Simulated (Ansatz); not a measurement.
**CH$_{2}$BSi: geometry relaxation (part 1 of 2)**

The run: geometry relaxation of CH$_{2}$BSi, multiplicity 2. Method and program: UKS r2SCAN-D4/STO-3G (Ansatz 0.2.0).

It belongs to a series of runs on one base structure; here: end point A relaxed. Figures and captions count atoms from 1; the log counts them from 0 in places.

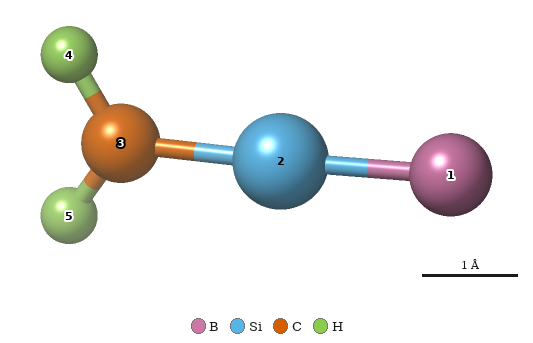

**Figure 1.** The structure as given in the input (ball-and-stick view, seen at a tilt; atoms are numbered from 1 in the order of the input).

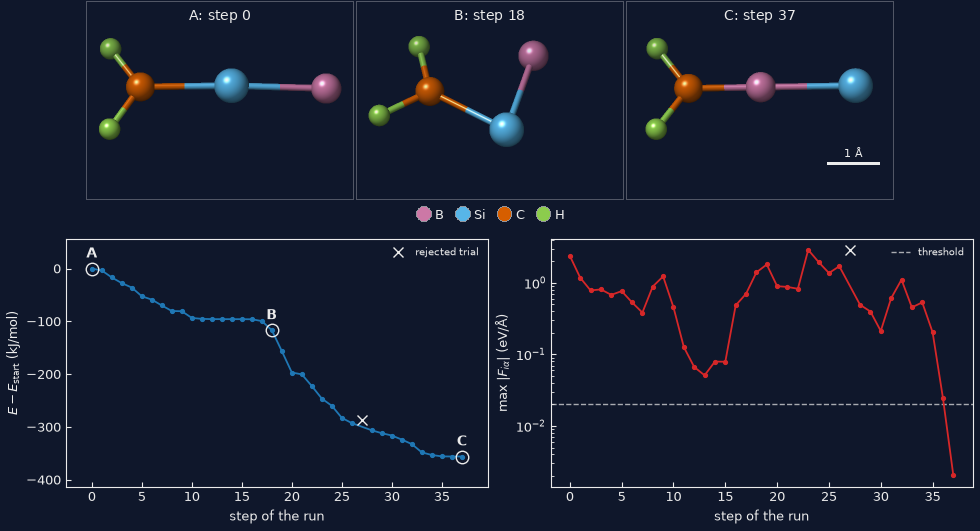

**Figure 2.** Frames of the relaxation (ball-and-stick view, seen at a tilt) above the curves, on which the letters mark them (the first geometry is step 0 here and step 1 in the log).

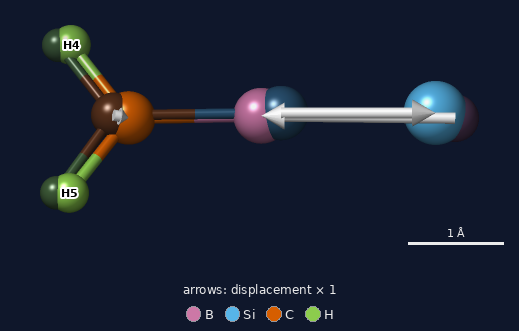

**Figure 3.** Start (faint) and end (solid) with the displacements as white arrows, at true length (ball-and-stick view, seen at a tilt). The two geometries are laid on each other by the best rigid fit. The largest move after the best rigid fit is that of B1, 2.04 Å. By element the largest moves are B 2.04 Å, Si 1.63 Å, C 0.17 Å, H 0.13 Å. Among the contacts that change: B1–C3 3.596 → 1.398 Å, Si2–C3 1.764 → 3.235 Å, C3–H4 1.085 → 1.100 Å. New bonds form: B1–C3 (3.60 → 1.40 Å). Bonds break: Si2–C3 (1.76 → 3.24 Å). After 37 geometry steps the energy has fallen by 355.9 kJ/mol. The largest force component goes from 2.4 to 0.002 eV/Å. The line search rejected the trial step at point 27 (counted from 0) and went back. (Atoms are counted from 1 in the order of the input.)

These pictures come from the run below.

**The input**
```yaml
crystal:
  periodic: [false, false, false]
  atoms:
    - { symbol: B, position_ang: [0.7167, -1.7303, 2.02629] }
    - { symbol: Si, position_ang: [0.31319, -0.60576, 0.63388] }
    - { symbol: C, position_ang: [-0.19523, 0.51688, -0.62858] }
    - { symbol: H, position_ang: [-0.90627, 0.25165, -1.40342] }
    - { symbol: H, position_ang: [0.07162, 1.56752, -0.62817] }
magnetization:
  spin_polarized: true
  initial_magnetization: 1
basis:
  gaussian: { orbitals: STO-3G }
hamiltonian:
  xc: r2scan
  dispersion: d4
relax:
  f_tol: 0.02
  max_steps: 50
```

Launch command:
```bash
ansatz run input.yaml --threads 1 --pin off --max-ram 2048MiB --backend cpu --events-out ev --progress --plain --runs-dir out
```

**Log**
```
The last accepted step is kept in [file] (removed where the run ends without a failure and the disk answers)
Engine: ansatz 0.2.0, x86_64-unknown-linux-gnu
Functional definition: r2SCAN
  parameter k0 = 0.174
  parameter k1 = 0.065
  parameter a1 = 4.9479
  exchange = r2scan_x(k0 = k0, k1 = k1, a1 = a1)
  correlation = r2scan_c
278 factors; integrals over basis functions are off by at most 1.7e-5 eV
mean field evaluation 1: about -9497.0405 eV, gradient 1.9e1 eV
mean field evaluation 2: about -9479.5378 eV, gradient 4.6e1 eV
mean field evaluation 4: about -9497.4207 eV, gradient 1.6e1 eV
mean field evaluation 8: about -9500.1825 eV, gradient 9.5e-1 eV
mean field evaluation 16: about -9500.3180 eV, gradient 1.5e-2 eV
mean field evaluation 32: about -9499.2896 eV, gradient 8.9e0 eV
mean field evaluation 64: about -9499.8897 eV, gradient 3.2e0 eV
mean field -9500.31796017 eV, -349.1302454894 hartree, gradient 2.1e-6 eV, S^2 1.446161; 8 other end points of the search recorded, 0 dependent functions left out
the calculation of the forces begins
reference -9500.31796593 eV, -349.1302457013 hartree; 14, 13 occupied and 7, 8 virtual orbitals, 278 factors
relax step   1: F+E_penalty+E_count = -9500.33993263 eV  Δ(F+E_penalty+E_count) = +0.000e0 eV  max|allowed force component| = 2.390e0 eV/Å  Δτ_max = 0.0000 Å  (291 SCF iters, accepted)
these checks for a lower state are left out or cut short: starts, cluster_reference, orbital_swaps, neighbouring_geometries, increment
278 factors; integrals over basis functions are off by at most 1.7e-5 eV
mean field evaluation 96: about -9499.3982 eV, gradient 5.0e0 eV
mean field -9500.35569338 eV, -349.1316321594 hartree, gradient 1.6e-5 eV, S^2 1.481602; 1 other end points of the search recorded, 0 dependent functions left out
[... from here on the field's lines of each further geometry are left out, up to the last ...]
relax step   2: F+E_penalty+E_count = -9500.37767544 eV  Δ(F+E_penalty+E_count) = -3.774e-2 eV  max|allowed force component| = 1.181e0 eV/Å  Δτ_max = 0.1947 Å  (93 SCF iters, accepted)
relax step   3: F+E_penalty+E_count = -9500.51452619 eV  Δ(F+E_penalty+E_count) = -1.369e-1 eV  max|allowed force component| = 7.847e-1 eV/Å  Δτ_max = 0.0890 Å  (46 SCF iters, accepted)
relax step   4: F+E_penalty+E_count = -9500.62626962 eV  Δ(F+E_penalty+E_count) = -1.117e-1 eV  max|allowed force component| = 8.105e-1 eV/Å  Δτ_max = 0.1950 Å  (43 SCF iters, accepted)
relax step   5: F+E_penalty+E_count = -9500.71345335 eV  Δ(F+E_penalty+E_count) = -8.718e-2 eV  max|allowed force component| = 6.799e-1 eV/Å  Δτ_max = 0.0733 Å  (39 SCF iters, accepted)
relax step   6: F+E_penalty+E_count = -9500.88358999 eV  Δ(F+E_penalty+E_count) = -1.701e-1 eV  max|allowed force component| = 7.680e-1 eV/Å  Δτ_max = 0.1956 Å  (41 SCF iters, accepted)
relax step   7: F+E_penalty+E_count = -9500.94965754 eV  Δ(F+E_penalty+E_count) = -6.607e-2 eV  max|allowed force component| = 5.336e-1 eV/Å  Δτ_max = 0.0798 Å  (37 SCF iters, accepted)
relax step   8: F+E_penalty+E_count = -9501.06425900 eV  Δ(F+E_penalty+E_count) = -1.146e-1 eV  max|allowed force component| = 3.845e-1 eV/Å  Δτ_max = 0.1949 Å  (43 SCF iters, accepted)
relax step   9: F+E_penalty+E_count = -9501.17283096 eV  Δ(F+E_penalty+E_count) = -1.086e-1 eV  max|allowed force component| = 8.891e-1 eV/Å  Δτ_max = 0.1976 Å  (48 SCF iters, accepted)
relax step  10: F+E_penalty+E_count = -9501.17741451 eV  Δ(F+E_penalty+E_count) = -4.584e-3 eV  max|allowed force component| = 1.232e0 eV/Å  Δτ_max = 0.1948 Å  (44 SCF iters, accepted)
relax step  11: F+E_penalty+E_count = -9501.30885794 eV  Δ(F+E_penalty+E_count) = -1.314e-1 eV  max|allowed force component| = 4.555e-1 eV/Å  Δτ_max = 0.1857 Å  (44 SCF iters, accepted)
relax step  12: F+E_penalty+E_count = -9501.32722444 eV  Δ(F+E_penalty+E_count) = -1.837e-2 eV  max|allowed force component| = 1.265e-1 eV/Å  Δτ_max = 0.0437 Å  (41 SCF iters, accepted)
relax step  13: F+E_penalty+E_count = -9501.33228389 eV  Δ(F+E_penalty+E_count) = -5.059e-3 eV  max|allowed force component| = 6.680e-2 eV/Å  Δτ_max = 0.0825 Å  (37 SCF iters, accepted)
relax step  14: F+E_penalty+E_count = -9501.33294219 eV  Δ(F+E_penalty+E_count) = -6.583e-4 eV  max|allowed force component| = 5.108e-2 eV/Å  Δτ_max = 0.0282 Å  (41 SCF iters, accepted)
relax step  15: F+E_penalty+E_count = -9501.33309528 eV  Δ(F+E_penalty+E_count) = -1.531e-4 eV  max|allowed force component| = 7.954e-2 eV/Å  Δτ_max = 0.0162 Å  (41 SCF iters, accepted)
relax step  16: F+E_penalty+E_count = -9501.33318527 eV  Δ(F+E_penalty+E_count) = -8.999e-5 eV  max|allowed force component| = 7.913e-2 eV/Å  Δτ_max = 0.0029 Å  (35 SCF iters, accepted)
relax step  17: F+E_penalty+E_count = -9501.33517808 eV  Δ(F+E_penalty+E_count) = -1.993e-3 eV  max|allowed force component| = 4.845e-1 eV/Å  Δτ_max = 0.1953 Å  (44 SCF iters, accepted)
relax step  18: F+E_penalty+E_count = -9501.37027090 eV  Δ(F+E_penalty+E_count) = -3.509e-2 eV  max|allowed force component| = 7.041e-1 eV/Å  Δτ_max = 0.1225 Å  (46 SCF iters, accepted)
relax step  19: F+E_penalty+E_count = -9501.55046983 eV  Δ(F+E_penalty+E_count) = -1.802e-1 eV  max|allowed force component| = 1.402e0 eV/Å  Δτ_max = 0.1931 Å  (44 SCF iters, accepted)
relax step  20: F+E_penalty+E_count = -9501.95990439 eV  Δ(F+E_penalty+E_count) = -4.094e-1 eV  max|allowed force component| = 1.807e0 eV/Å  Δτ_max = 0.1963 Å  (42 SCF iters, accepted)
relax step  21: F+E_penalty+E_count = -9502.38027610 eV  Δ(F+E_penalty+E_count) = -4.204e-1 eV  max|allowed force component| = 8.993e-1 eV/Å  Δτ_max = 0.1964 Å  (37 SCF iters, accepted)
relax step  22: F+E_penalty+E_count = -9502.41658979 eV  Δ(F+E_penalty+E_count) = -3.631e-2 eV  max|allowed force component| = 8.785e-1 eV/Å  Δτ_max = 0.0850 Å  (33 SCF iters, accepted)
relax step  23: F+E_penalty+E_count = -9502.64682367 eV  Δ(F+E_penalty+E_count) = -2.302e-1 eV  max|allowed force component| = 8.269e-1 eV/Å  Δτ_max = 0.1973 Å  (37 SCF iters, accepted)
relax step  24: F+E_penalty+E_count = -9502.89261782 eV  Δ(F+E_penalty+E_count) = -2.458e-1 eV  max|allowed force component| = 2.895e0 eV/Å  Δτ_max = 0.1948 Å  (39 SCF iters, accepted)
relax step  25: F+E_penalty+E_count = -9503.03373644 eV  Δ(F+E_penalty+E_count) = -1.411e-1 eV  max|allowed force component| = 1.956e0 eV/Å  Δτ_max = 0.1970 Å  (38 SCF iters, accepted)
relax step  26: F+E_penalty+E_count = -9503.27124832 eV  Δ(F+E_penalty+E_count) = -2.375e-1 eV  max|allowed force component| = 1.372e0 eV/Å  Δτ_max = 0.1994 Å  (43 SCF iters, accepted)
relax step  27: F+E_penalty+E_count = -9503.37337856 eV  Δ(F+E_penalty+E_count) = -1.021e-1 eV  max|allowed force component| = 1.709e0 eV/Å  Δτ_max = 0.1968 Å  (41 SCF iters, accepted)
relax step  28: F+E_penalty+E_count = -9503.30522994 eV  Δ(F+E_penalty+E_count) = +6.815e-2 eV  max|allowed force component| = 2.902e0 eV/Å  Δτ_max = 0.1985 Å  (42 SCF iters, rejected (line search))
relax step  29: F+E_penalty+E_count = -9503.51530191 eV  Δ(F+E_penalty+E_count) = -1.419e-1 eV  max|allowed force component| = 4.946e-1 eV/Å  Δτ_max = 0.0966 Å  (38 SCF iters, accepted)
relax step  30: F+E_penalty+E_count = -9503.57155708 eV  Δ(F+E_penalty+E_count) = -5.626e-2 eV  max|allowed force component| = 3.980e-1 eV/Å  Δτ_max = 0.1000 Å  (35 SCF iters, accepted)
relax step  31: F+E_penalty+E_count = -9503.61708870 eV  Δ(F+E_penalty+E_count) = -4.553e-2 eV  max|allowed force component| = 2.128e-1 eV/Å  Δτ_max = 0.1128 Å  (34 SCF iters, accepted)
relax step  32: F+E_penalty+E_count = -9503.69747636 eV  Δ(F+E_penalty+E_count) = -8.039e-2 eV  max|allowed force component| = 6.101e-1 eV/Å  Δτ_max = 0.1955 Å  (43 SCF iters, accepted)
relax step  33: F+E_penalty+E_count = -9503.78557911 eV  Δ(F+E_penalty+E_count) = -8.810e-2 eV  max|allowed force component| = 1.110e0 eV/Å  Δτ_max = 0.1956 Å  (42 SCF iters, accepted)
relax step  34: F+E_penalty+E_count = -9503.94847382 eV  Δ(F+E_penalty+E_count) = -1.629e-1 eV  max|allowed force component| = 4.540e-1 eV/Å  Δτ_max = 0.2000 Å  (42 SCF iters, accepted)
relax step  35: F+E_penalty+E_count = -9503.99920910 eV  Δ(F+E_penalty+E_count) = -5.074e-2 eV  max|allowed force component| = 5.342e-1 eV/Å  Δτ_max = 0.1910 Å  (44 SCF iters, accepted)
relax step  36: F+E_penalty+E_count = -9504.02677983 eV  Δ(F+E_penalty+E_count) = -2.757e-2 eV  max|allowed force component| = 2.044e-1 eV/Å  Δτ_max = 0.1008 Å  (38 SCF iters, accepted)
relax step  37: F+E_penalty+E_count = -9504.02906623 eV  Δ(F+E_penalty+E_count) = -2.286e-3 eV  max|allowed force component| = 2.450e-2 eV/Å  Δτ_max = 0.0111 Å  (38 SCF iters, accepted)
the calculation of the forces begins
reference -9504.00750956 eV, -349.2658339287 hartree; 14, 13 occupied and 7, 8 virtual orbitals, 286 factors
relax step  38: F+E_penalty+E_count = -9504.02909039 eV  Δ(F+E_penalty+E_count) = -2.417e-5 eV  max|allowed force component| = 2.047e-3 eV/Å  Δτ_max = 0.0008 Å  (32 SCF iters, accepted)
286 factors; integrals over basis functions are off by at most 4.8e-5 eV
mean field evaluation 416: about -9503.9620 eV, gradient 5.1e-1 eV
mean field -9504.00750403 eV, -349.2658337255 hartree, gradient 9.9e-6 eV, S^2 0.776186; 6 other end points of the search recorded, 0 dependent functions left out
the calculation of the forces begins
reference -9504.00750956 eV, -349.2658339287 hartree; 14, 13 occupied and 7, 8 virtual orbitals, 286 factors
Total energy: -9504.02909592 eV, -349.2666272128 hartree
Atom 0 at     0.538893    -0.328623     0.342568 Å, force     0.001903    -0.001237     0.001212 eV/Å
Atom 1 at     1.917575    -1.169477     1.219229 Å, force    -0.000936     0.000578    -0.000597 eV/Å
Atom 2 at    -0.509763     0.310883    -0.324118 Å, force    -0.002047     0.001339    -0.001348 eV/Å
Atom 3 at    -1.172772    -0.182940    -1.050078 Å, force     0.000572    -0.000360     0.000387 eV/Å
Atom 4 at    -0.773923     1.370148    -0.187600 Å, force     0.000509    -0.000320     0.000347 eV/Å
Dipole moment:     0.138879    -0.084698     0.088307 e Å
```

**Trajectory as extended XYZ (Å, eV, eV/Å), 38 frames, from step=1 to step=38**
```
5
Properties=species:S:1:pos:R:3:forces:R:3 step=1 energy=-9500.33993
B     0.7167   -1.7303    2.0263    0.0479  -0.6963   1.1087
Si    0.3132   -0.6058    0.6339   -0.1937   1.5680  -2.3899
C    -0.1952    0.5169   -0.6286    0.0958  -1.0470   1.5911
H    -0.9063    0.2516   -1.4034   -0.1953  -0.2149  -0.3281
H     0.0716    1.5675   -0.6282    0.2452   0.3901   0.0182
5
Properties=species:S:1:pos:R:3:forces:R:3 step=2 energy=-9500.37767
B     0.7294   -1.7421    2.0295   -0.1630  -0.2771   0.6632
Si    0.3303   -0.6011    0.6057    0.0850   0.6482  -1.1810
C    -0.3456    0.5600   -0.5126    0.4746   0.1804  -0.9219
H    -0.8565    0.2195   -1.4571    0.2245   0.2946   1.0549
H     0.1424    1.5637   -0.6655   -0.6211  -0.8460   0.3848
5
Properties=species:S:1:pos:R:3:forces:R:3 step=3 energy=-9500.51453
B     0.6840   -1.7289    2.0629   -0.2374  -0.0025   0.2895
Si    0.3941   -0.6189    0.5576    0.2600   0.2871  -0.7847
C    -0.2742    0.5342   -0.5590   -0.0449   0.1767  -0.2548
H    -0.9038    0.2312   -1.4284    0.3494   0.2274   0.6428
H     0.0998    1.5825   -0.6331   -0.3271  -0.6887   0.1072
5
Properties=species:S:1:pos:R:3:forces:R:3 step=4 energy=-9500.62627
B     0.5833   -1.6845    2.1093   -0.2491   0.5957  -0.7056
Si    0.5437   -0.6548    0.4377    0.6246  -0.8105   0.6208
C    -0.2106    0.5026   -0.5855   -0.8088   0.8081  -0.3570
H    -0.9540    0.2499   -1.3731    0.4660   0.0461   0.4203
H     0.0376    1.5869   -0.5885   -0.0327  -0.6395   0.0215
5
Properties=species:S:1:pos:R:3:forces:R:3 step=5 energy=-9500.71345
B     0.5378   -1.6406    2.0848   -0.2288   0.5602  -0.6799
Si    0.6040   -0.6694    0.3986    0.4953  -0.6001   0.4410
C    -0.2234    0.5081   -0.5795   -0.3455   0.1070   0.2581
H    -0.9623    0.2230   -1.3482    0.2504   0.2569   0.1627
H     0.0440    1.5789   -0.5558   -0.1714  -0.3240  -0.1820
5
Properties=species:S:1:pos:R:3:forces:R:3 step=6 energy=-9500.88359
B     0.4224   -1.5299    2.0217   -0.0664   0.4948  -0.7680
Si    0.7668   -0.7133    0.2996    0.0154  -0.2825   0.4765
C    -0.2633    0.4962   -0.5092    0.3996  -0.5276   0.4569
H    -0.9649    0.1976   -1.2953   -0.1145   0.2392  -0.0220
H     0.0389    1.5494   -0.5167   -0.2341   0.0761  -0.1434
5
Properties=species:S:1:pos:R:3:forces:R:3 step=7 energy=-9500.94966
B     0.3631   -1.5106    1.9720   -0.0745   0.3208  -0.5336
Si    0.8340   -0.7005    0.3000    0.0877  -0.1368   0.2840
C    -0.2266    0.4789   -0.5107    0.2196  -0.3221   0.4005
H    -0.9917    0.1877   -1.2340   -0.1721   0.0474  -0.0617
H     0.0212    1.5444   -0.5272   -0.0606   0.0907  -0.0891
```
